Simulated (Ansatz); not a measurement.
# BaCaH2Br2: complex band structure

Aim: relax a made-up compound, BaCaH2Br2, and see how good a tunnel barrier it would be. It is built by putting Ba for part of the Ca in the CaHBr structure of space group P4/nmm, with the volume rescaled by atomic radii. The parent structure comes from the Materials Project.

Main program and level: Ansatz 0.2.0; PBEsol DFT, plane waves, PAW files, in the first sound run; inputs show where later runs differ.

The structure was built from a prototype and need not be the compound's stable phase.

### 1. The structure

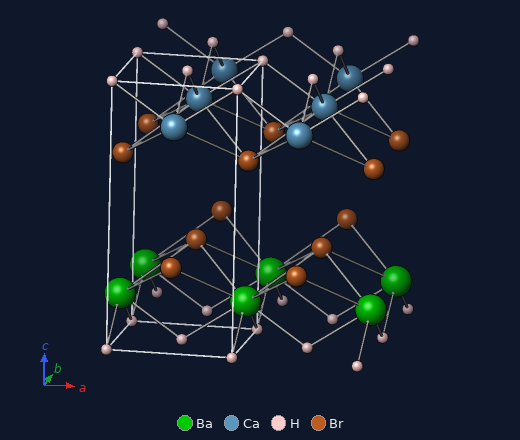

The starting structure, seen slightly off an axis (barium green, calcium blue, hydrogen pink, bromine orange). 2×2×1 cells are drawn. Some periodic images of atoms are drawn too.

### 2. Relaxing the new crystal

The substituted atoms don't fit the parent's cell, so cell and atoms relax together. A small smearing keeps the run stable in case the gap closes on the way.

Contents of input.yaml:

```yaml
crystal:
  lattice:
    - [3.9964755878, 0.0, 0.0]
    - [0.0, 3.9964755878, 0.0]
    - [0.0, 0.0, 8.6222532938]
  atoms:
    - { symbol: Ba, position: [0.0, 0.5, 0.15678467] }
    - { symbol: Ca, position: [0.5, 0.0, 0.84321533] }
    - { symbol: H, position: [0.5, 0.5, 0.0] }
    - { symbol: H, position: [0.0, 0.0, 0.0] }
    - { symbol: Br, position: [0.0, 0.5, 0.68083718] }
    - { symbol: Br, position: [0.5, 0.0, 0.31916282] }
kpoints:
  mp_grid: { grid: [6, 6, 4] }
scf:
  occupations: { method: gaussian, width: 0.03 }
hamiltonian:
  xc: pbesol
output:
  forces: true
  stress: true
relax:
  f_tol: 0.02
  max_steps: 60
  cell: {}
```

Run with:

```sh
$ ansatz run input.yaml --threads 2 --pin off --max-ram 4096MiB --backend cpu --events-out ev --progress --plain --runs-dir out
```

Numbers of over 12 decimals in the logs are rounded to 6 here.

Output:

```text
Engine: ansatz 0.2.0, aarch64-unknown-linux-gnu
Pseudopotentials: kind: paw
Pseudopotential: Ba, paw, valence charge 10, recommended cutoff 420 eV (normal), Ba.paw.azcp
Pseudopotential: Ca, paw, valence charge 10, recommended cutoff 420 eV (normal), Ca.paw.azcp
Pseudopotential: H, paw, valence charge 1, recommended cutoff 420 eV (normal), H.paw.azcp
Pseudopotential: Br, paw, valence charge 7, recommended cutoff 420 eV (normal), Br.paw.azcp
Functional definition: PBEsol
  exchange = pbesol_x
  correlation = pbesol_c
Crystal: 6 atoms, lattice volume = 137.713 Å³
Basis set: ecut = 420 eV, 2709 PW (Γ), exchange–correlation on 54×54×120 points (8 copies of the dense FFT grid, shifted against one another)
Bands: 24, of which v1, the nominal top of the filled ones, is band 18 counted from 1 (17 counted from 0)
Symmetry: 8 space group operations
Space group: P4mm (ITA 99), of the structure as read, at distance tolerance 5.2e-5 Å
k-points: 30 of 144 (time reversal used)
Non-local potential: Ba, projectors of the file, l = 0: 3, l = 1: 2, l = 2: 2, l = 3: 2
Non-local potential: Ca, projectors of the file, l = 0: 3, l = 1: 2, l = 2: 2
Non-local potential: H, projectors of the file, l = 0: 2, l = 1: 1
Non-local potential: Br, projectors of the file, l = 0: 2, l = 1: 2, l = 2: 2
PAW form: soft (Blöchl's): semilocal exchange-correlation on the pseudo side does not see the compensation charge
PAW frozen core: Ba, regenerated for the run's functional, and the local potential with it (the file was generated under x = pbe(κ = 0.804, μ = 0.219515), c = pbe(β = 0.066725))
PAW frozen core: Ca, regenerated for the run's functional, and the local potential with it (the file was generated under x = pbe(κ = 0.804, μ = 0.219515), c = pbe(β = 0.066725))
PAW frozen core: Br, regenerated for the run's functional, and the local potential with it (the file was generated under x = pbe(κ = 0.804, μ = 0.219515), c = pbe(β = 0.066725))
PAW one-centre angular grid: Ba, 194 points (default); XC on 64 Gauss nodes
PAW one-centre angular grid: Ca, 110 points (default); XC on 64 Gauss nodes
PAW one-centre angular grid: H, 110 points (default); XC on 64 Gauss nodes
PAW one-centre angular grid: Br, 110 points (default); XC on 64 Gauss nodes
Initial density: superposition of atomic densities (neutral atoms: chi_scale 0, normalization atom), corrected by the library's trained network
Initial wavefunctions: pseudopotential atomic-orbital guess
Functional: x = pbesol(κ = 0.804, μ = 0.123457), c = pbesol(β = 0.046)
SCF iter   1: F=—  HF=-13168.458112 eV  |F-HF|=—  |Δ(HF+E_count)|=         —  Δρ=4.65e-3  dr2=2.71e-2  ethr=1.77e-3  ⟨swp⟩=10.3  Hψ=4879  notcnv=0
preconditioner: auto → Resta (q_TF=auto, 2.182 Å⁻¹)  ε∞=3.4  [insulator: Δε(μ)=3.481 eV  Ē_g=10.506 eV  σ=0.030 eV  W_gap=1.00  n_scr=24 (ndim 8)  ℏωp=16.1 eV  f_vac=0.022  D(μ)=0.00/eV (n_scr^D=0)  ε∞_Penn≈3.4]
SCF iter   2: F=—  HF=-13168.452431 eV  |F-HF|=—  |Δ(HF+E_count)|=   5.68e-3  Δρ=2.16e-3  dr2=6.18e-3  ethr=7.52e-5  ⟨swp⟩=2.1  Hψ=1388  notcnv=0  defer=41
SCF iter   3: F=—  HF=-13168.451408 eV  |F-HF|=—  |Δ(HF+E_count)|=   1.02e-3  Δρ=3.73e-4  dr2=3.12e-4  ethr=1.72e-5  ⟨swp⟩=2.0  Hψ=1008  notcnv=0  defer=41
SCF iter   4: F=—  HF=-13168.451403 eV  |F-HF|=—  |Δ(HF+E_count)|=   4.45e-6  Δρ=1.57e-4  dr2=3.14e-5  ethr=8.66e-7  ⟨swp⟩=2.0  Hψ=1041  notcnv=0  defer=41
SCF iter   5: F=—  HF=-13168.451421 eV  |F-HF|=—  |Δ(HF+E_count)|=   1.77e-5  Δρ=3.22e-5  dr2=2.41e-6  ethr=8.73e-8  ⟨swp⟩=2.0  Hψ=1023  notcnv=0  defer=41
SCF iter   6: F=—  HF=-13168.451422 eV  |F-HF|=—  |Δ(HF+E_count)|=   8.25e-7  Δρ=8.24e-6  dr2=1.59e-7  ethr=6.70e-9  ⟨swp⟩=2.0  Hψ=1072  notcnv=0  defer=41
SCF iter   7: F=-13168.451422 eV  HF=-13168.451422 eV  |F-HF|=9.09e-9  |Δ(HF+E_count)|=   1.20e-7  Δρ=1.89e-6  dr2=6.27e-9  ethr=2.78e-10  ⟨swp⟩=5.0  Hψ=2640  notcnv=0
SCF 1 converged in 7 iterations: F = -13168.451422 eV  dr2 = 6.27e-9
  greatest PAW one-centre occupation: 0.995 electrons in one spin orbital (limit 2), on the Ca atom at site 1 (counted from 0), in its partial waves of l = 0
relax step   1: F+E_penalty+E_count = -13168.45142177 eV  Δ(F+E_penalty+E_count) = +0.000e0 eV  max|allowed force component| = 9.557e-1 eV/Å  Δτ_max = 0.0000 Å  P = +1.676 GPa  Ω = 137.713 Å³  (7 SCF iters, dr2 threshold 1.00e-7 eV, accepted)
Crystal: 6 atoms, lattice volume = 142.513 Å³
Basis set: ecut = 420 eV, 2781 PW (Γ), exchange–correlation on 54×54×120 points (8 copies of the dense FFT grid, shifted against one another)
Initial density: handed on by an earlier stage of this run
Initial wavefunctions: those handed on with the density
iter 1 solved again at ethr=1.55e-3 eV; its pass at ethr=3.10e-3 eV (dr2=5.58e-1 eV) is discarded
SCF iter   1: F=—  HF=-13168.780851 eV  |F-HF|=—  |Δ(HF+E_count)|=         —  Δρ=1.13e-2  dr2=5.59e-1  ethr=1.55e-3  ⟨swp⟩=1.0  Hψ=5109  notcnv=0
preconditioner: auto → Resta (q_TF=auto, 2.169 Å⁻¹)  ε∞=3.2  [insulator: Δε(μ)=2.898 eV  Ē_g=10.752 eV  σ=0.030 eV  W_gap=1.00  n_scr=24 (ndim 8)  ℏωp=15.9 eV  f_vac=0.009  D(μ)=0.00/eV (n_scr^D=0)  ε∞_Penn≈3.2]
SCF iter   2: F=—  HF=-13168.645019 eV  |F-HF|=—  |Δ(HF+E_count)|=   1.36e-1  Δρ=4.63e-3  dr2=7.06e-2  ethr=1.55e-3  ⟨swp⟩=3.5  Hψ=1271  notcnv=0
SCF iter   3: F=—  HF=-13168.626033 eV  |F-HF|=—  |Δ(HF+E_count)|=   1.90e-2  Δρ=1.09e-3  dr2=1.92e-3  ethr=1.96e-4  ⟨swp⟩=3.1  Hψ=1400  notcnv=0  defer=39
SCF iter   4: F=—  HF=-13168.625622 eV  |F-HF|=—  |Δ(HF+E_count)|=   4.11e-4  Δρ=2.34e-4  dr2=7.91e-5  ethr=5.34e-6  ⟨swp⟩=2.1  Hψ=1022  notcnv=0  defer=39
SCF iter   5: F=—  HF=-13168.625626 eV  |F-HF|=—  |Δ(HF+E_count)|=   4.50e-6  Δρ=6.47e-5  dr2=6.02e-6  ethr=2.20e-7  ⟨swp⟩=2.1  Hψ=1144  notcnv=0  defer=39
SCF iter   6: F=-13168.625631 eV  HF=-13168.625631 eV  |F-HF|=3.42e-7  |Δ(HF+E_count)|=   4.69e-6  Δρ=1.21e-5  dr2=2.28e-7  ethr=1.67e-9  ⟨swp⟩=5.0  Hψ=2932  notcnv=0
SCF 2 converged in 6 iterations: F = -13168.625631 eV  dr2 = 2.28e-7
relax step   2: F+E_penalty+E_count = -13168.62563147 eV  Δ(F+E_penalty+E_count) = -1.742e-1 eV  max|allowed force component| = 6.216e-1 eV/Å  Δτ_max = 0.1949 Å  P = -0.308 GPa  Ω = 142.513 Å³  energy of the carried Pulay correction = -9.365e-4 eV  (6 SCF iters, dr2 threshold 6.00e-7 eV, accepted)
Crystal: 6 atoms, lattice volume = 138.899 Å³
Basis set: ecut = 420 eV, 2731 PW (Γ), exchange–correlation on 54×54×120 points (8 copies of the dense FFT grid, shifted against one another)
iter 1 solved again at ethr=3.37e-4 eV; its pass at ethr=3.10e-3 eV (dr2=1.21e-1 eV) is discarded
[...]
SCF iter   4: F=—  HF=-13168.688514 eV  |F-HF|=—  |Δ(HF+E_count)|=   9.98e-5  Δρ=1.35e-4  dr2=4.26e-5  ethr=1.55e-6  ⟨swp⟩=2.4  Hψ=1287  notcnv=0  defer=21
SCF iter   5: F=—  HF=-13168.688516 eV  |F-HF|=—  |Δ(HF+E_count)|=   2.51e-6  Δρ=3.36e-5  dr2=2.10e-6  ethr=1.18e-7  ⟨swp⟩=2.4  Hψ=1126  notcnv=0  defer=21
SCF iter   6: F=-13168.688518 eV  HF=-13168.688518 eV  |F-HF|=5.55e-8  |Δ(HF+E_count)|=   1.64e-6  Δρ=6.41e-6  dr2=1.11e-7  ethr=1.67e-9  ⟨swp⟩=5.6  Hψ=3038  notcnv=0
SCF 3 converged in 6 iterations: F = -13168.688518 eV  dr2 = 1.11e-7
relax step   3: F+E_penalty+E_count = -13168.68851777 eV  Δ(F+E_penalty+E_count) = -6.289e-2 eV  max|allowed force component| = 2.296e-1 eV/Å  Δτ_max = 0.1068 Å  P = -0.325 GPa  Ω = 138.899 Å³  energy of the carried Pulay correction = -2.345e-4 eV  (6 SCF iters, dr2 threshold 6.00e-7 eV, accepted)
[... from here on, the SCF cycles and remarks between the steps are left out ...]
relax step   4: F+E_penalty+E_count = -13168.73583876 eV  Δ(F+E_penalty+E_count) = -4.732e-2 eV  max|allowed force component| = 2.394e-1 eV/Å  Δτ_max = 0.1610 Å  P = -0.123 GPa  Ω = 132.577 Å³  energy of the carried Pulay correction = +1.039e-3 eV  (6 SCF iters, dr2 threshold 6.00e-7 eV, accepted)
relax step   5: F+E_penalty+E_count = -13168.78383209 eV  Δ(F+E_penalty+E_count) = -4.799e-2 eV  max|allowed force component| = 2.261e-1 eV/Å  Δτ_max = 0.1292 Å  P = +0.305 GPa  Ω = 127.322 Å³  energy of the carried Pulay correction = +2.144e-3 eV  (6 SCF iters, dr2 threshold 6.00e-7 eV, accepted)
relax step   6: F+E_penalty+E_count = -13168.80482251 eV  Δ(F+E_penalty+E_count) = -2.099e-2 eV  max|allowed force component| = 2.596e-1 eV/Å  Δτ_max = 0.0924 Å  P = +0.672 GPa  Ω = 124.628 Å³  energy of the carried Pulay correction = +2.727e-3 eV  (6 SCF iters, dr2 threshold 6.00e-7 eV, accepted)
relax step   7: F+E_penalty+E_count = -13168.80711242 eV  Δ(F+E_penalty+E_count) = -2.290e-3 eV  max|allowed force component| = 2.350e-1 eV/Å  Δτ_max = 0.1381 Å  P = -0.560 GPa  Ω = 129.365 Å³  energy of the carried Pulay correction = +1.709e-3 eV  (6 SCF iters, dr2 threshold 6.00e-7 eV, accepted)
relax step   8: F+E_penalty+E_count = -13168.82362764 eV  Δ(F+E_penalty+E_count) = -1.652e-2 eV  max|allowed force component| = 3.503e-2 eV/Å  Δτ_max = 0.0708 Å  P = -0.055 GPa  Ω = 127.356 Å³  energy of the carried Pulay correction = +2.136e-3 eV  (5 SCF iters, dr2 threshold 6.00e-7 eV, accepted)
relax step   9: F+E_penalty+E_count = -13168.82433668 eV  Δ(F+E_penalty+E_count) = -7.090e-4 eV  max|allowed force component| = 3.963e-2 eV/Å  Δτ_max = 0.0132 Å  P = -0.209 GPa  Ω = 127.627 Å³  energy of the carried Pulay correction = +2.078e-3 eV  (5 SCF iters, dr2 threshold 1.49e-7 eV, accepted)
relax step  10: F+E_penalty+E_count = -13168.82414064 eV  Δ(F+E_penalty+E_count) = +1.960e-4 eV  max|allowed force component| = 7.780e-2 eV/Å  Δτ_max = 0.0238 Å  P = +0.180 GPa  Ω = 126.451 Å³  energy of the carried Pulay correction = +2.331e-3 eV  (5 SCF iters, dr2 threshold 1.42e-7 eV, rejected (line search))
relax step  11: F+E_penalty+E_count = -13168.82518178 eV  Δ(F+E_penalty+E_count) = -8.451e-4 eV  max|allowed force component| = 3.374e-3 eV/Å  Δτ_max = 0.0105 Å  P = -0.014 GPa  Ω = 127.059 Å³  energy of the carried Pulay correction = +2.200e-3 eV  (7 SCF iters, accepted)
Basis set: ecut = 420 eV, 2451 PW (Γ), exchange–correlation on 60×60×96 points (8 copies of the dense FFT grid, shifted against one another)
Initial wavefunctions: pseudopotential atomic-orbital guess (no wavefunctions were taken with the density)
iter 1 solved again at ethr=9.69e-7 eV; its pass at ethr=3.10e-3 eV (dr2=3.49e-4 eV) is discarded
SCF iter   1: F=—  HF=-13168.825366 eV  |F-HF|=—  |Δ(HF+E_count)|=         —  Δρ=1.88e-4  dr2=2.95e-6  ethr=9.69e-7  ⟨swp⟩=3.1  Hψ=6594  notcnv=0
preconditioner: auto → Resta (q_TF=auto, 2.211 Å⁻¹)  ε∞=3.4  [insulator: Δε(μ)=2.965 eV  Ē_g=10.788 eV  σ=0.030 eV  W_gap=1.00  n_scr=20 (ndim 8)  ℏωp=16.8 eV  f_vac=0.000  D(μ)=0.00/eV (n_scr^D=0)  ε∞_Penn≈3.4]
SCF iter   2: F=—  HF=-13168.825402 eV  |F-HF|=—  |Δ(HF+E_count)|=   3.66e-5  Δρ=9.70e-5  dr2=7.96e-7  ethr=8.20e-9  ⟨swp⟩=2.0  Hψ=1240  notcnv=0
SCF iter   3: F=—  HF=-13168.825427 eV  |F-HF|=—  |Δ(HF+E_count)|=   2.44e-5  Δρ=1.49e-6  dr2=9.57e-10  ethr=2.21e-9  ⟨swp⟩=2.0  Hψ=968  notcnv=0
SCF iter   4: F=—  HF=-13168.825427 eV  |F-HF|=—  |Δ(HF+E_count)|=   5.41e-9  Δρ=5.21e-7  dr2=1.03e-10  ethr=1.00e-12  ⟨swp⟩=6.2  Hψ=3457  notcnv=0
SCF iter   5: F=-13168.825427 eV  HF=-13168.825427 eV  |F-HF|=0.00e0  |Δ(HF+E_count)|=  5.00e-10  Δρ=4.26e-8  dr2=3.10e-12  ethr=1.00e-12  ⟨swp⟩=5.0  Hψ=2545  notcnv=0
SCF 12 converged in 5 iterations: F = -13168.825427 eV  dr2 = 3.10e-12
relax step  12: F+E_penalty+E_count = -13168.82542684 eV  Δ(F+E_penalty+E_count) = -2.451e-4 eV  max|allowed force component| = 3.486e-3 eV/Å  Δτ_max = 0.0000 Å  P = -0.014 GPa  Ω = 127.059 Å³  stress off target by 3.46e-2 GPa  SCF on the basis re-selected at this cell (its energy is not comparable with the rows above)  (5 SCF iters)
basis re-selected at this cell: Δ(F+E_penalty+E_count) = -2.451e-4 eV, ΔP = +0.000 GPa vs the last step (what re-selecting the basis moved, of the pressure what is left beyond the Pulay correction that the steps carried, after the strain that the cell walked since its last selection, with what the two solves' SCF thresholds leave and, on support functions, any second-order correction that the steps lacked; it is no measure of the basis error at this ecutwfc). The dense FFT grid was sized anew with the basis: this SCF ran on 30×30×48 points, the steps before it on 27×27×60, so part of this shift can come from that change (see relax.cell in the input reference). [rest of the remark cut]
SCF converged after 5 iterations
Free energy (F): -13168.825427 eV
Harris-Foulkes:  -13168.825427 eV  (|F-HF|=0.00e0)
Internal energy: -13168.825427 eV  (E = F + TS)
E sigma→0 (E₀):  -13168.825427 eV
Fermi energy:    6.967814 eV
--- Per-component energies (eV) ---
  E_band       = -209.669174
  E_kinetic    = 741.645665
  E_local      = -1387.784050  (includes V_loc(G=0)·N_el)
  E_nonlocal   = 266.550725
  E_hartree    = 417.870228
  E_xc         = -845.805625
  E_vxc        = -539.751143  (∫ρ·V_xc dr)
  E_paw        = -10383.676709  (= ΣΔE_a)
  E_vpaw       = -126.068539  (= ΣTr[D̂ρ^β])
  E_aug_tail   = -0.002287  (compensation charges beyond the density's cutoff)
  E_ewald      = -1978.078142
  E_core_change = 0.454768  (= ΣΔE_core)
  E_smearing   = -0.000000  (= −TS)
  E_closure    = 0.000000  (closes the sum)
  Σ components = -13168.825427   (vs F -13168.825427, Δ=0.00e0)
--- Forces (eV/Å), atoms counted from 1 ---
  atom   1  Ba    -0.00000000     0.00000000    -0.00348577
  atom   2  Ca     0.00000000     0.00000000     0.00266566
  atom   3  H      0.00000000     0.00000000    -0.00003280
  atom   4  H     -0.00000000    -0.00000000    -0.00003280
  atom   5  Br     0.00000000     0.00000000     0.00236228
  atom   6  Br    -0.00000000    -0.00000000    -0.00147759
  max |Σ_I F_I| component: 1.02e-6 eV/Å
--- Stress (GPa, compression-positive) ---
       -0.003717       0.000000      -0.000000
        0.000000      -0.003717      -0.000000
       -0.000000      -0.000000      -0.034631
  P = ⅓ Tr σ = -0.0140 GPa (-0.140 kbar)
--- Relaxed structure (11 steps of the walk, 10 accepted, 1 SCFs on fresh bases) ---
  F+E_penalty+E_count = -13168.82542684 eV   max|allowed force component| = 3.486e-3 eV/Å   (the final SCF, on the basis selected at the relaxed cell)
  cell:  # Å, volume = 127.0591 Å³
    - [4.211237, 0, -1.1339358269480094e-16]
    - [0, 4.211237, 0]
    - [-2.446426033154488e-16, 0, 7.164511]
  atoms:
    - { symbol: Ba, position: [1.4077688005996834e-17, 0.5, 0.190369] }
    - { symbol: Ca, position: [0.5, 0, 0.812270] }
    - { symbol: H, position: [0.5, 0.5, -0.018074] }
    - { symbol: H, position: [-7.576031209636528e-18, 0, -0.018074] }
    - { symbol: Br, position: [-5.908871517968216e-18, 0.5, 0.666741] }
    - { symbol: Br, position: [0.5, 0, 0.366768] }
```

The job ended after 50 s (2 threads of Arm Neoverse V2, shared host; peak memory 0.41 GiB).

Step by step:

```tsv
step	energy less that of the first step (eV)	largest force component (eV/Å)	pressure (GPa)	volume (Å³)
1	0.0000	0.9557	1.68	137.71
2	-0.1742	0.6216	-0.31	142.51
3	-0.2371	0.2296	-0.32	138.90
4	-0.2844	0.2394	-0.12	132.58
5	-0.3324	0.2261	0.31	127.32
6	-0.3534	0.2596	0.67	124.63
7	-0.3557	0.2350	-0.56	129.37
8	-0.3722	0.0350	-0.06	127.36
9	-0.3729	0.0396	-0.21	127.63
10	-0.3727	0.0778	0.18	126.45
11	-0.3738	0.0034	-0.01	127.06
12*	-0.3740	0.0035	-0.01	127.06
```

Relaxation steps marked * repeat the geometry before them on a plane-wave basis chosen anew for their cell, so energy and pressure can jump there. Relaxation step 10 was tried and not accepted.

The run keeps the 8 symmetry operations that it works with, so distortions that break them were not tested.

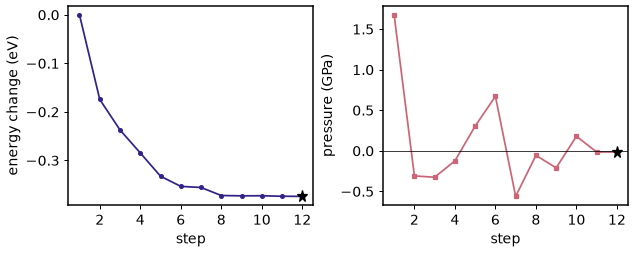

Energy and pressure along the relaxation. Stars mark steps on a basis chosen anew.

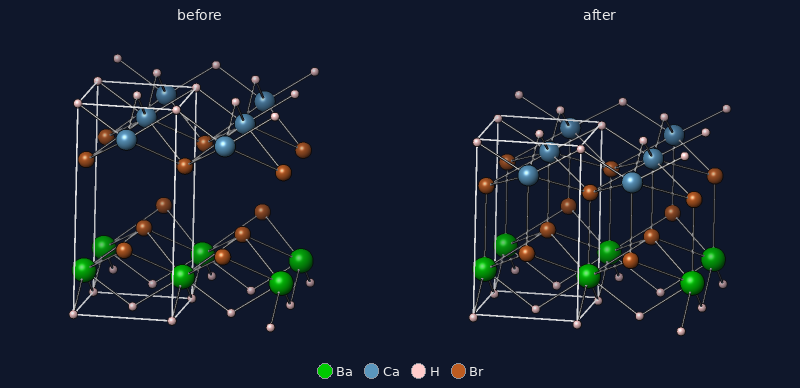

Before and after, at one scale.

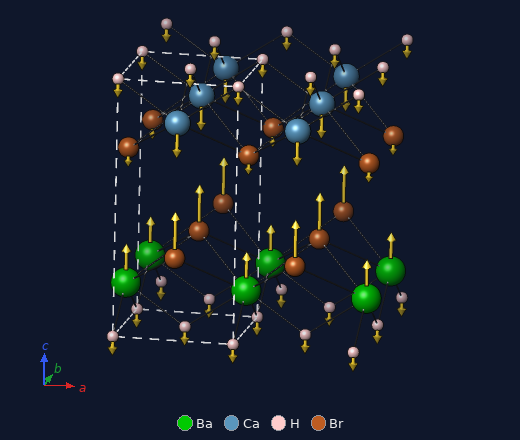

Displacements in the relaxation, exaggerated, measured against the changing cell; the longest in the cell stands for 0.34 Å. 2×2×1 cells are drawn. Some periodic images of atoms are drawn too.

```tsv
cell as run	before	after	change
a (Å)	3.996	4.211	+5.4 %
b (Å)	3.996	4.211	+5.4 %
c (Å)	8.622	7.165	-16.9 %
volume (Å³/atom)	22.95	21.18	-7.7 %
```

The atoms that moved most (Å, as changes of fractional coordinates times the final cell):

```tsv
atom	dx	dy	dz	length
Br6	0.000	0.000	0.341	0.341
Ba1	0.000	0.000	0.241	0.241
Ca2	0.000	0.000	-0.222	0.222
H3	0.000	0.000	-0.129	0.129
H4	0.000	0.000	-0.129	0.129
Br5	0.000	0.000	-0.101	0.101
```

The relaxed structure:

```xyz
6
Lattice="4.2112 0.0000 0.0000 0.0000 4.2112 0.0000 0.0000 0.0000 7.1645" Properties=species:S:1:pos:R:3 pbc="T T T"
Ba    0.0000    2.1056    1.3639
Ca    2.1056    0.0000    5.8195
H     2.1056    2.1056   -0.1295
H     0.0000    0.0000   -0.1295
Br    0.0000    2.1056    4.7769
Br    2.1056    0.0000    2.6277
```

Numbers from this step:

```
free energy  : -13168.8254 eV
Fermi energy : 6.968 eV
pressure     : -0.01402 GPa
```

The largest force component on a free atom ends at 0.0035 eV/Å.

[end of part 1 of 2]

[Logs are printed without paths, hosts, clocks, repeated set-up lines and the standing remarks that a program may print on its own settings, such as how far it seeks lower states.]

[Hosts, paths, dates, database ids (printed as entryN), source tags and the programs' standing remarks are cut or masked in the printed files.]
